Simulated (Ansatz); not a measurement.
# Phonons of Li2Ta in the C11b ordering, part 3 of 3

The plan: relax Li2Ta in the C11b ordering, check its phonons, and, if the lattice is stable, compute its Eliashberg function and ρ(T).

Ansatz 0.2.0; DFT PBE, scalar-relativistic, plane waves, PAW.

So far, highest frequency, solved or plainly interpolated (cm⁻¹): step 5 (phonons by linear response: q 2×2×2, k 6×6×6) 429. Also lowest on path (cm⁻¹): step 5 -116. The relaxed cell has a = 2.739, c = 13.698 Å (conventional setting).

The structure was built from a prototype and need not be the compound's stable phase.

## Step 6: Lattice stability: q 3×3×3, k 9×9×9

An imaginary mode on so few k-points may come from the sampling, so the phonons are repeated with another q and k mesh.

Contents of input.yaml:

```yaml
crystal:
  lattice:
    - [2.7386173913, 0.0, 1.3299e-06]
    - [0.0, 2.7386173913, 1.3299e-06]
    - [1.3693053696, 1.3693053696, 6.849136524]
  atoms:
    - { symbol: Ta, position: [0.0, 0.0, 0.0] }
    - { symbol: Li, position: [0.6656650281, 0.6656650281, 0.6686699439] }
    - { symbol: Li, position: [0.3343349719, 0.3343349719, 0.3313300561] }
kpoints:
  mp_grid: { grid: [9, 9, 9] }
hamiltonian:
  xc: pbe
scf:
  occupations: { method: methfessel_paxton, width: 0.2 }
output:
  eigenvalues: true
phonons:
  method: dfpt
  qmesh: [3, 3, 3]
  temperatures: { t_max: 1000, t_step: 50 }
  qpath:
    path:
      - [[0.0, 0.0, 0.0], [0.5, 0.5, 0.5], [0.5, 0.5, 0.75], [0.5, 0.0, 0.5], [0.0, 0.0, 0.0], [0.0, 0.0, 0.5], [0.48001513, 0.0, 0.74000757]]
      - [[0.51998487, 0.0, 0.25999243], [0.0, 0.0, 0.0]]
      - [[0.5, 0.5, 0.5], [0.51998487, 0.48001513, 0.5]]
      - [[0.48001513, 0.48001513, 0.98001513], [0.0, 0.0, 0.5]]
    npoints: 10
```

The run is started by

```sh
ansatz run input.yaml --threads 4 --pin off --max-ram 8192MiB --backend cpu --events-out ev --progress --plain --runs-dir out
```

Numbers of over 12 decimals in the logs are rounded to 6 here.

Log:

```text
[...]
Crystal: 3 atoms, lattice volume = 51.369 Å³
Basis set: ecut = 420 eV, 1027 PW (Γ), exchange–correlation on 40×40×96 points (8 copies of the dense FFT grid, shifted against one another)
Bands: 14, of which v1, the nominal top of the filled ones, is band 10 counted from 1 (9 counted from 0)
Symmetry: 16 space group operations
k-points: 205 of 729 (irreducible under 4 space group operations)
[...]
SCF iter   1: F=—  HF=-10340.468134 eV  |F-HF|=—  |Δ(HF+E_count)|=         —  Δρ=5.61e-3  dr2=4.52e-2  ethr=1.77e-3  ⟨swp⟩=4.6  Hψ=13929  notcnv=0
[...]
SCF iter   9: F=-10340.464425 eV  HF=-10340.464425 eV  |F-HF|=7.28e-12  |Δ(HF+E_count)|=  6.91e-11  S|Δr|=    0.00e0  Δρ=8.74e-8  dr2=8.50e-12  ethr=1.00e-12  ⟨swp⟩=4.7  Hψ=14017  notcnv=0
SCF 1 converged in 9 iterations: F = -10340.464425 eV  dr2 = 8.50e-12
[...]
SCF converged after 9 iterations
[...]
Free energy (F): -10340.464425 eV
[...]
Internal energy: -10340.464420 eV  (E = F + TS)
E sigma→0 (E₀):  -10340.464424 eV
Entropy (-TS):   -0.000005 eV (-0.002 meV/atom)
Fermi energy:    7.559597 eV
[...]
--- Band table (eV; the first three rows and the last of 205) ---
  k-point 0: bands = [... 6 lower, 1.3606, 4.6726, 5.2862, 6.2488, 7.5737, 11.4064, 11.4064, 13.7881]
  k-point 1: bands = [... 6 lower, 1.3659, 4.6527, 5.2862, 6.2100, 7.6542, 11.4074, 11.4074, 13.7881]
  k-point 2: bands = [... 6 lower, 1.3794, 4.6018, 5.2861, 6.1299, 7.8423, 11.4100, 11.4100, 13.7881]
  k-point 204: bands = [... 6 lower, 4.1722, 6.6634, 6.9339, 9.0757, 10.6087, 11.1737, 11.9848, 14.3424]
[...]
ASR residual: 1.144e-4 → 0.000e0 eV/Å²; symmetrization residual: 3.106e-7 eV/Å²
[...]
ASR residual per site (eV/Å²): 1.14e-4 1.62e-5 1.62e-5
  Γ frequencies (cm⁻¹): 0.00 0.00 0.00 208.45 208.45 216.72 216.72 248.02 381.37
--- Phonons (arbitrary-q DFPT): 10 irreducible q on the 3×3×3 mesh ---
[...]
interpolated dispersion: 94 rows × 9 modes
[...]
```

Wall time 5.7 min (4 threads of Arm Neoverse V2, shared host); peak memory 1.3 GiB; 22 min of CPU time.

This step gave:

| Quantity | Value |
| --- | --- |
| share of imaginary modes in the plain interpolation between solved wavevectors | 0.087 |
| highest frequency, solved or plainly interpolated | 426.1 cm⁻¹ |

Solved on the 3×3×3 mesh alone; all other wavevectors are interpolated. The phonon branches at the labelled points (cm⁻¹):

```
     point  branch 1  branch 2  branch 3  branch 4  branch 5  branch 6  branch 7  branch 8  branch 9
         Γ         0         0         0       208       208       217       217       248       381
         X        39       102       104       305       318       380       386       424       426
         P        36       103       103       304       320       383       383       425       425
         N       -60        17       135       171       172       308       313       394       399
         Γ         0         0         0       208       208       217       217       248       381
         M        28        28        41       174       174       246       246       276       378
         S       -60        14       135       169       174       310       311       391       400
jump to S0       -60        14       135       169       174       310       311       391       400
         Γ         0         0         0       208       208       217       217       248       381
 jump to X        39       102       104       305       318       380       386       424       426
         R        39       103       103       305       318       380       385       423       426
 jump to G        39       103       103       305       318       380       385       423       426
         M        28        28        41       174       174       246       246       276       378
```

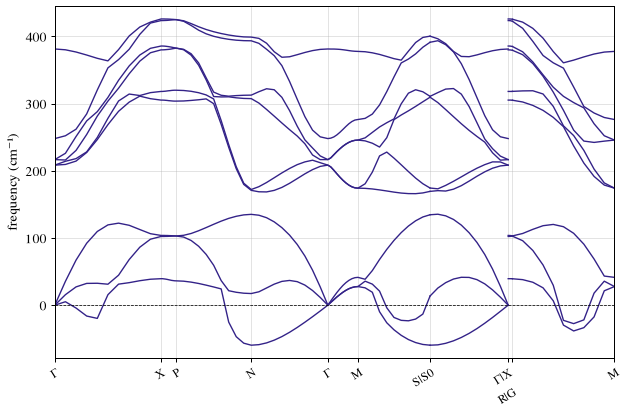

Phonon branches along the path.

Lowest modes at the softest wavevector of the mesh. The modes at q = (-0.333, 0.000, 0.333) (shares of kinetic energy by element, %) (negative means imaginary):

```
mode  frequency (cm⁻¹)  Ta %  Li %
   1             -50.9    98     2
   2             -23.3    97     3
   3             117.3    98     2
   4             166.1     0   100
   5             199.4     2    98
   6             288.9     2    98
```

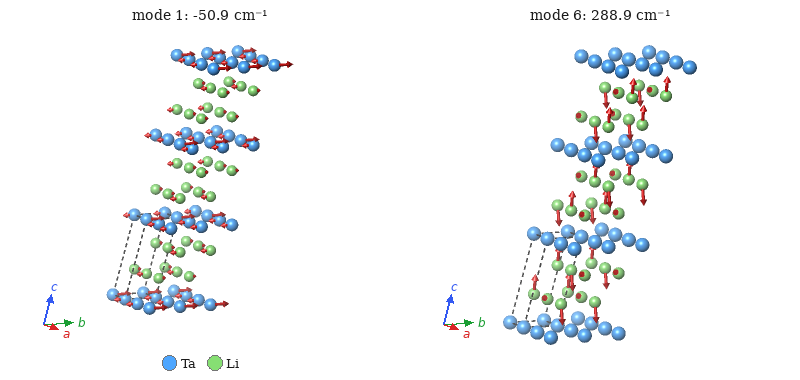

Displacement patterns of modes 1 and 6 at q = (-0.333, 0.000, 0.333); arrows are exaggerated. 3×2×3 cells are drawn. The axes are those of the cell as run, not the conventional ones. Some periodic images of atoms are drawn too.

The modes has structure finer than the step of the table below, so its rows give means over 25 cm⁻¹, whole bins alone (the curve runs from -69.6 to 448 cm⁻¹). Peaks (cm⁻¹: height): Li 197.5: 0.0186, 305.0: 0.0496, 370.1: 0.0471, 396.2: 0.0331; Ta -30.5: 0.0209, 31.4: 0.0438, 119.3: 0.0365.

Phonopy on the run's constants, 21x21x9 mesh, Gaussian sigma 3.7 cm⁻¹. Table of modes by wavenumber; means over each step; values in 1/cm⁻¹/cell:

```
wavenumber (cm⁻¹)       Li       Ta
              -50   1.1e-4   0.0103
              -25   4.6e-4   0.0174
                0   2.0e-4  0.00634
               25   5.8e-4   0.0304
               50   9.6e-5  0.00874
               75   6.9e-5  0.00729
              100   9.2e-5   0.0127
              125   2.2e-4   0.0242
              150   1.5e-4   5.4e-4
              175   0.0107   8.0e-5
              200   0.0149   2.3e-4
              225   0.0175   2.7e-4
              250   0.0176   2.8e-4
              275   0.0242   2.6e-4
              300   0.0402   2.8e-4
              325   0.0308   2.3e-4
              350   0.0136   3.2e-5
              375   0.0372   1.5e-4
              400   0.0261   3.0e-5
              425  0.00522   6.4e-7
```

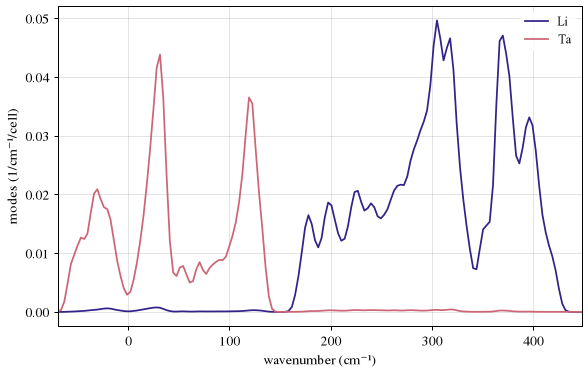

Modes against wavenumber.

No LO-TO term; unit eigenvectors of the mass-weighted matrix. Modes at Γ, with each element's share of the kinetic energy:

```
mode  frequency (cm⁻¹)  symmetry  Ta %  Li %
   1               0.0   unnamed    93     7
   2               0.0   unnamed    93     7
   3               0.0   unnamed    93     7
   4             208.5        Eu     7    93
   5             208.5        Eu     7    93
   6             216.7        Eg     0   100
   7             216.7        Eg     0   100
   8             248.0       A2u     7    93
   9             381.4       A1g     0   100
```

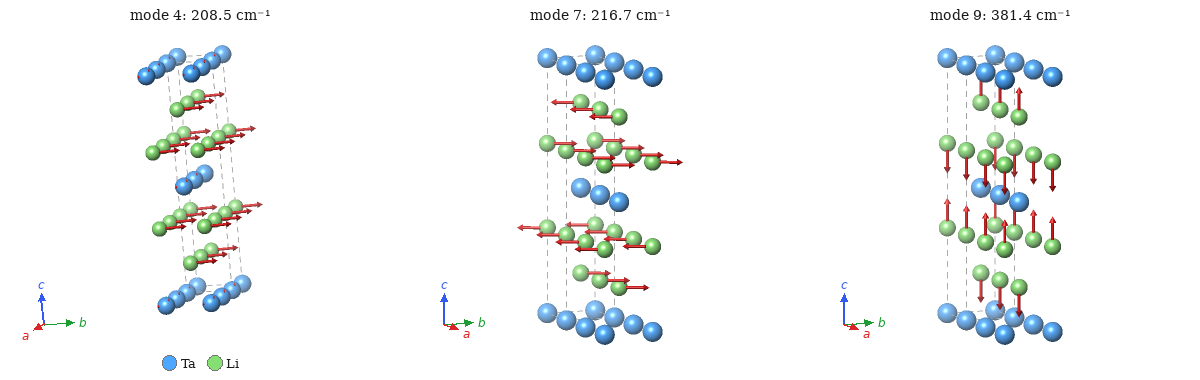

Displacement patterns of modes 4, 7 and 9 at Γ; arrows are exaggerated. 3×1×1 conventional cells are drawn. Some periodic images of atoms are drawn too.

Among the solved wavevectors the lowest mode, translations apart, is -50.9 cm⁻¹, imaginary.

## Step 7: Summary of results

```yaml
phonon_run_of_the_rows_without_a_label_of_their_own: PBE, q 3×3×3, k 9×9×9
softest_mode_on_the_q_mesh: -50.9 cm⁻¹ at q = (-0.333, 0, 0.333)
highest_frequency_solved_or_plainly_interpolated: 426 cm⁻¹
```

What this shows: The lattice is dynamically unstable at this level: a mode at q = (-0.333, 0, 0.333) is imaginary, 50.9i cm⁻¹, so no harmonic coupling constant or resistivity is defined for this structure. These meshes are coarse, and single modes of a metal can move by tens of cm⁻¹ with the k mesh. The coarser mesh found an imaginary mode at another wavevector, which this mesh lacks. Spin–orbit coupling, left out here, matters for Ta. The structure was built by hand as an ordered model, and its stability against other phases was not tested.

[Logs are printed without paths, hosts, clocks, repeated set-up lines and the standing remarks that a program may print on its own settings, such as how far it seeks lower states.]

[Hosts, paths, dates, database ids (printed as entryN), source tags and the programs' standing remarks are cut or masked in the printed files.]
